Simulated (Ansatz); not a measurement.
```xyz
6

Cl   -2.0526   -0.7503    0.7904
Cl    1.0274   -1.9273    0.5857
Cl    1.9029    0.7629   -1.1179
Cl    0.0540    1.7039    1.4503
F    -0.8713    0.1529   -1.6986
Ta   -0.0182   -0.0061   -0.0562
```

Geometry: PBE0-D4/def2-SVP; core potentials replace the inner electrons of Ta.

Method: isolated molecule in a Gaussian basis; Kohn-Sham density functional theory, functional PBE0 in Ansatz 0.2.0.

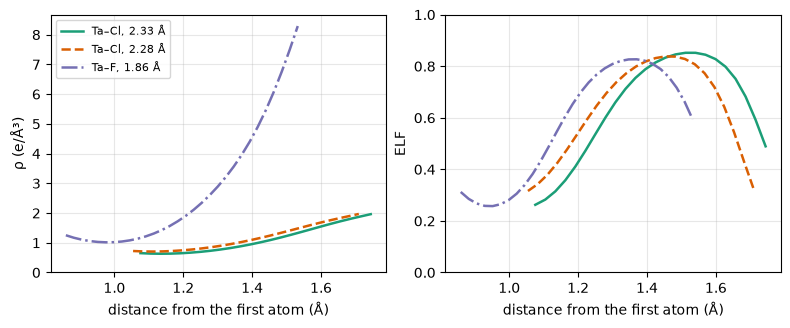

Cl₄FTa (SMILES [F][Ta]([Cl])([Cl])([Cl])[Cl]). Electron density and electron localisation function along straight lines between neighbouring atoms. The curves leave out the atomic cores.

**What can be read from the curves?**

Ta–Cl (2.33 Å): the density is about 0.63 e/Å³ at the midpoint; the ELF peaks at about 0.85 in the valence shell of Cl, 0.8 Å from its nucleus, and is about 0.35 at the midpoint.
Ta–Cl (2.28 Å): ρ is about 0.71 e/Å³ halfway; the ELF peaks at about 0.85 in the valence shell of Cl, 0.8 Å from its nucleus, and is about 0.45 at the midpoint.
Ta–F (1.86 Å): the density is about 1.1 e/Å³ at the midpoint; the ELF peaks at about 0.85 in the valence shell of F, 0.5 Å from its nucleus, and drops to about 0.25 between the two atoms.
